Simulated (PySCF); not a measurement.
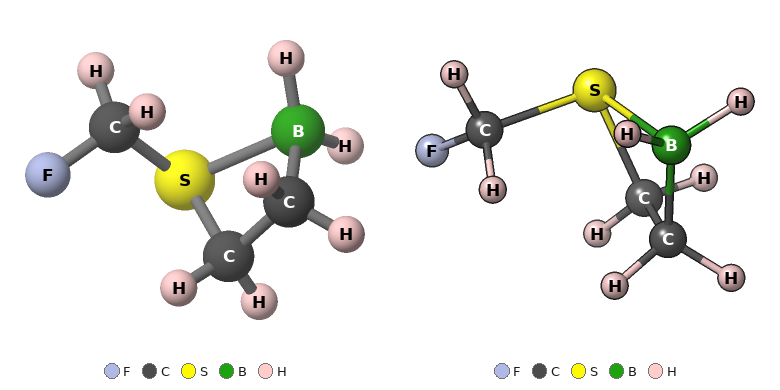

Two views of one molecule.

The geometry was computed by an optimisation with PBE0-D3(BJ)/def2-SVP. No frequency run is at hand to confirm it as a minimum.

Identify the structure.

Formula C₃H₈BFS. As SMILES it reads `FC[S@@+]1[BH2-]CC1`. Independent rings (smallest set): 1 of 4 members. Among its groups: C–F bond, B–H bond. The point group is C1. Coordination, clear cases only: 3 C tetrahedral; 1 S trigonal pyramidal.

More results for the same structure follow; atom numbers are the same in all pictures, views and colours differ.

## Shape

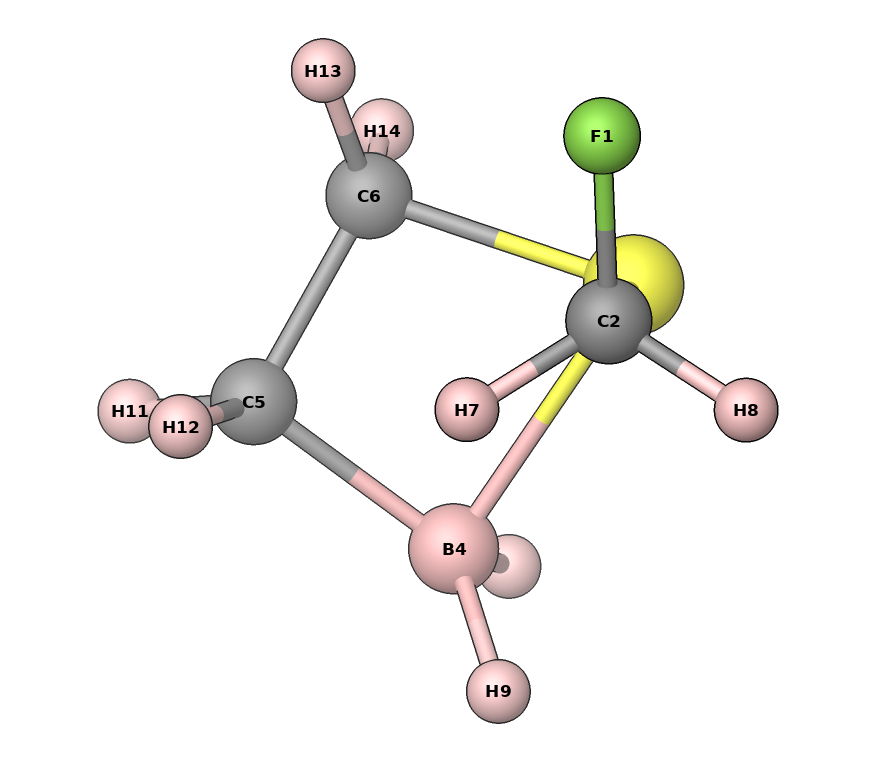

S3 lies behind C2. The molecule seen nearly along the C2–S3 bond, C2 in front. Depth is shown by fading: the farther an atom, the more it takes the colour of the background. No frequency run is at hand to confirm it as a minimum.

What is the torsion angle F1–C2–S3–C6? The sign is positive where the front bond must turn clockwise to cover the back bond.

Answer. −73°, synclinal (gauche).

## NMR shielding

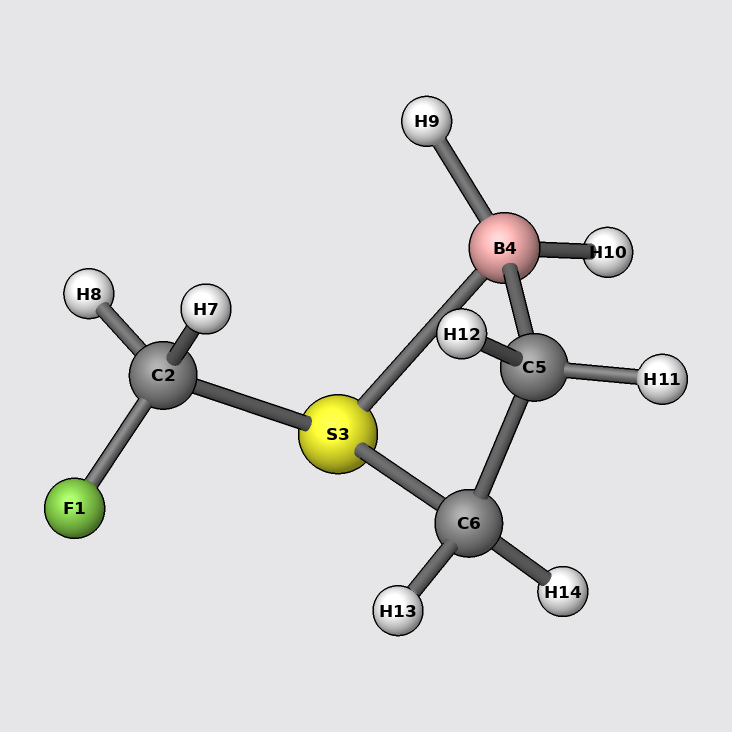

The questions are on isotropic NMR shieldings of the H atoms. No frequency run is at hand to confirm it as a minimum. Method: GIAO PBE0/STO-3G NMR shielding, non-relativistic, gas phase (PySCF 2.14.0).

Give the isotropic NMR shieldings of the H atoms atom by atom.

| atom | σ (ppm) |
| --- | --- |
| H7 | 29.19 |
| H8 | 29.59 |
| H9 | 30.23 |
| H10 | 29.70 |
| H11 | 31.94 |
| H12 | 31.51 |
| H13 | 31.08 |
| H14 | 30.47 |

## Electronic properties

No frequency run is at hand to confirm it as a minimum. Method: PBE/pcSseg-1, gas phase (PySCF 2.14.0).

Predict the main results.

- dipole moment: 1.55 D
- HOMO energy (Kohn–Sham orbital): −6.83 eV
- LUMO energy (Kohn–Sham orbital): −1.08 eV
- HOMO–LUMO gap: 5.74 eV

## Bond orders

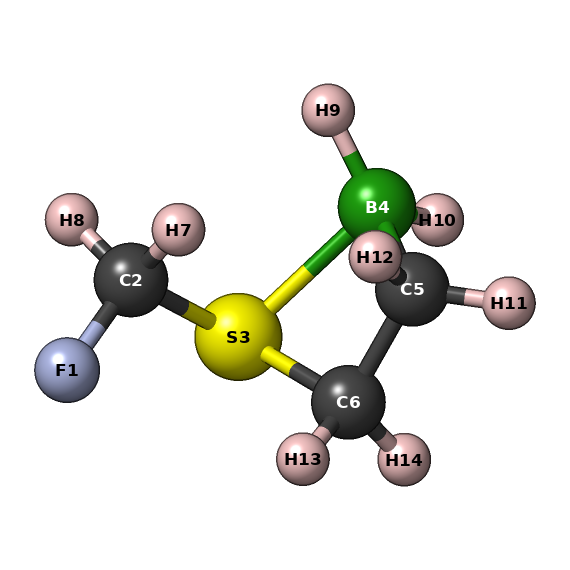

Every bond is drawn as one stick. No frequency run is at hand to confirm it as a minimum. Computed with PBE0/STO-3G (PySCF 2.14.0).

List the Mayer bond orders of F1–C2, C2–S3, C2–H7, C2–H8, S3–B4, S3–C6, B4–C5, B4–H9, B4–H10, C5–C6, C5–H11, C5–H12, C6–H13, C6–H14.

```json
{"bond": "F1–C2", "Mayer order": "1.04", "length (Å)": "1.356"}
{"bond": "C2–S3", "Mayer order": "0.93", "length (Å)": "1.810"}
{"bond": "C2–H7", "Mayer order": "0.93", "length (Å)": "1.101"}
{"bond": "C2–H8", "Mayer order": "0.94", "length (Å)": "1.102"}
{"bond": "S3–B4", "Mayer order": "0.59", "length (Å)": "2.150"}
{"bond": "S3–C6", "Mayer order": "0.95", "length (Å)": "1.843"}
{"bond": "B4–C5", "Mayer order": "0.95", "length (Å)": "1.623"}
{"bond": "B4–H9", "Mayer order": "0.97", "length (Å)": "1.217"}
{"bond": "B4–H10", "Mayer order": "0.97", "length (Å)": "1.216"}
{"bond": "C5–C6", "Mayer order": "1.00", "length (Å)": "1.523"}
{"bond": "C5–H11", "Mayer order": "0.97", "length (Å)": "1.101"}
{"bond": "C5–H12", "Mayer order": "0.97", "length (Å)": "1.101"}
{"bond": "C6–H13", "Mayer order": "0.96", "length (Å)": "1.101"}
{"bond": "C6–H14", "Mayer order": "0.96", "length (Å)": "1.100"}
```
